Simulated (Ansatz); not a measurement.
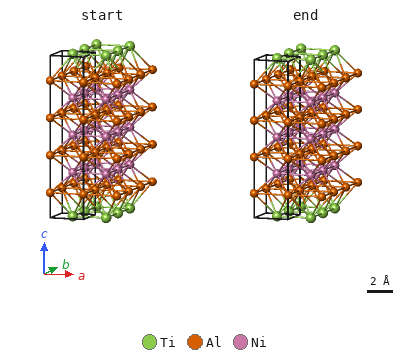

The structure of a crystal of TiAl4Ni3 (a generated structure, set up in P4/mmm) (coarse preliminary run) before (left) and after (right) a relaxation, at one scale.

Style: ball-and-stick. Shown: the cell of the calculation, repeated 2 × 3 × 1 with one cell outlined, slightly off an axis.

The calculation used DFT PBE, scalar-relativistic, plane waves, PAW (Ansatz 0.2.0). Set-up: plane-wave cutoff 420 eV; k-point mesh 6 × 6 × 2; occupations gaussian; smearing width 0.1 eV; no spin polarisation; cell and atoms relaxed; force threshold 0.04 eV/Å; at most 70 steps.

### What changed between the two?

The largest moves relative to the cell, 0.007 Å, are those of Al atoms. Largest moves by element: Al 0.007 Å, Ni 0.004 Å. Ti stays in place. Cell: a = b 2.831 → 2.869 Å (+1.3 %), c 13.126 → 12.778 Å (−2.7 %). Volume −0.1 %. Some distances before and after: Ni–Ni 2.831 → 2.869 Å, Ti–Ti 2.831 → 2.869 Å, Al–Al 2.831 → 2.869 Å, Al–Ti 2.853 → 2.829 Å. The space group stays P4/mmm (No. 123). After 2 accepted moves (3 points after the start) the energy has fallen by 26.1 meV per cell of the calculation. The largest force component goes from 0.078 to 0.014 eV/Å. The pressure goes from −0.18 to −0.20 GPa. At 1 point the geometry stayed and the basis and grid were re-selected for the new cell (energy shift of 0.2 meV per cell of the calculation at most each time).

Limits of the set-up: the k-point mesh is coarse for a cell with partly filled bands.
